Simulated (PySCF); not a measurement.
**AlCu (charge +1, doublet): density, localisation and related maps**

```xyz
2

Al    0.0000    0.0000   -1.7204
Cu    0.0000    0.0000    0.7376
```

The calculation used PBE0/def2-TZVPPD, non-relativistic Hamiltonian with scalar-relativistic core potentials where named, at a bond length of 2.458 Å in PySCF.

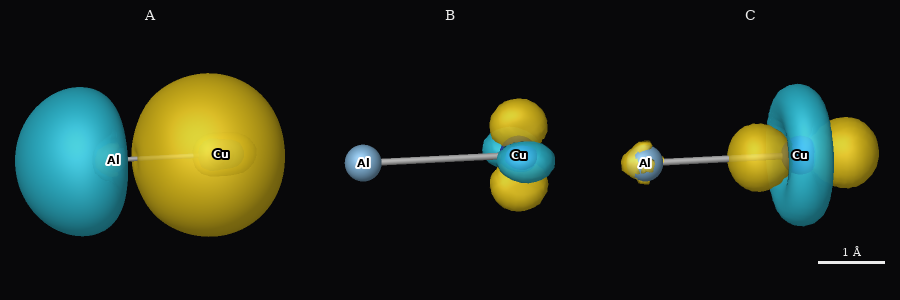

Figure 1. Three frontier α-spin orbitals, each drawn at the value that holds 80 % of its norm (yellow and cyan are the two phases), in no order; of a degenerate pair one member is drawn.

Q: Name the orbitals and rank them from lowest to highest energy.

A: Orbital B: δ, occupied in this spin, −13.79 eV; almost wholly on Cu.
Orbital C: σ, occupied in this spin, −13.72 eV; mainly on Cu (85 %).
Orbital A: σ, occupied in this spin, −11.19 eV; shared between the atoms (Al 55 %, Cu 45 %).

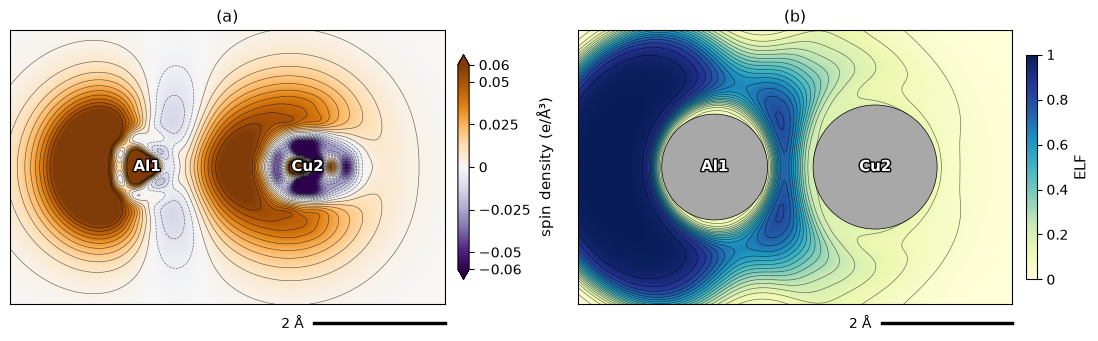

Figure 2. (a) spin density (α minus β); (b) electron localisation function on a plane that holds the molecular axis. Grey discs cover the atomic cores in the ELF map.

Q: Interpret the plot.

A: The section cuts through Al and Cu sites. Al–Cu (2.46 Å): the ELF peaks at about 0.75 between the atoms. The unpaired spin (1 electron) lies mostly on Al1 (about 0.6) and Cu2 (about 0.4), in electrons by Hirshfeld's partition.

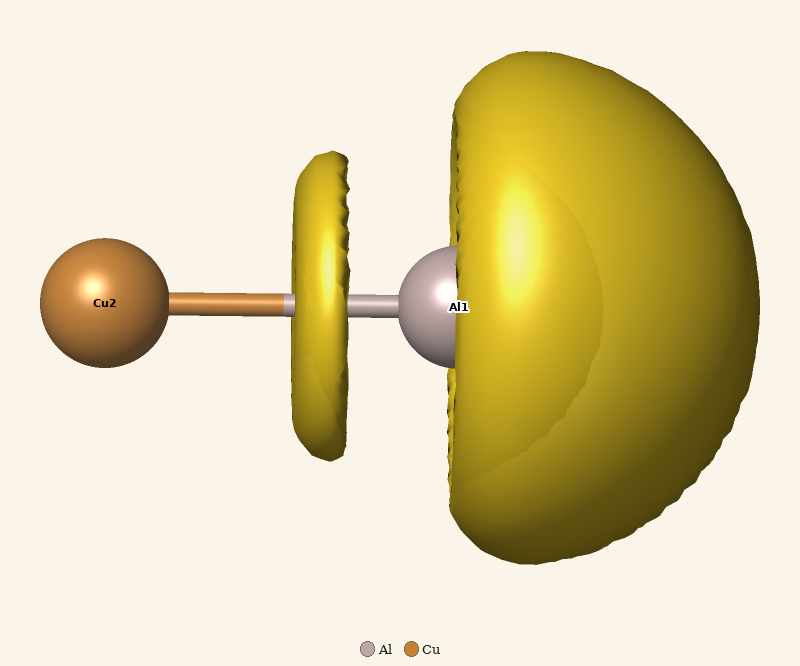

Figure 3. Isosurface of the ELF at 0.75 (yellow), seen from one side. Core shells and regions of very low density are left out.

Q: What do the ELF domains correspond to?

A: At this value the surface marks out one region between bonded Al–Cu atoms (shared pairs) and one lobe on Al, pointing away from the bonds (non-bonding electrons).
